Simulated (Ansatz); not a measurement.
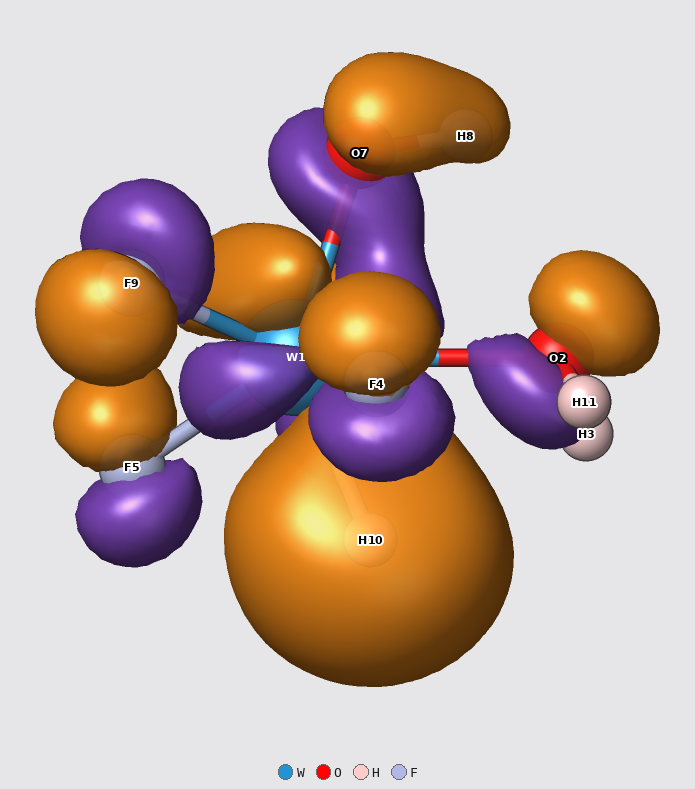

Figure. F4H4O2W. The HOMO at ±0.08 Å⁻³ᐟ² (orange and purple are the two phases), seen across its widest extent.

Core potentials replace the inner electrons of W.

All numbers below come from RKS LDA/def2-SVP (Ansatz 0.2.0).

Input

```
crystal:
  periodic: [false, false, false]
  atoms:
    - { symbol: W, position_ang: [0.165099, 0.231884, -0.426504] }
    - { symbol: O, position_ang: [0.314409, -0.629985, 2.568283] }
    - { symbol: H, position_ang: [-0.57353, -0.290222, 2.856631] }
    - { symbol: F, position_ang: [1.970297, 0.042927, 0.008311] }
    - { symbol: F, position_ang: [-0.712349, 1.563971, -1.383299] }
    - { symbol: F, position_ang: [-1.393721, 0.453058, 0.611033] }
    - { symbol: O, position_ang: [-0.081995, -1.536425, 0.068371] }
    - { symbol: H, position_ang: [0.039204, -1.530646, 1.09316] }
    - { symbol: F, position_ang: [0.782591, -0.119696, -2.143294] }
    - { symbol: H, position_ang: [0.561661, 1.409805, 0.76416] }
    - { symbol: H, position_ang: [0.739035, 0.193028, 2.184549] }
basis:
  gaussian: { orbitals: def2-SVP }
hamiltonian:
  xc: lda
relax:
  f_tol: 0.03
  max_steps: 50
output:
  orbitals: {}
```

Command:

```sh
ansatz run input.yaml --threads 4 --pin off --max-ram 5120MiB --backend cpu --events-out ev --progress --plain --runs-dir out
```

The fields are those of the run's last geometry, not of the input's.

Where does this orbital lie, and at what energy?

Answer. By Hirshfeld shares it lies mainly on H10 (about 30 %), W1 (about 25 %), F6 (about 10 %), F9 (about 5 %), F4 (about 5 %) and O7 (about 5 %). Its energy is −7.57 eV.
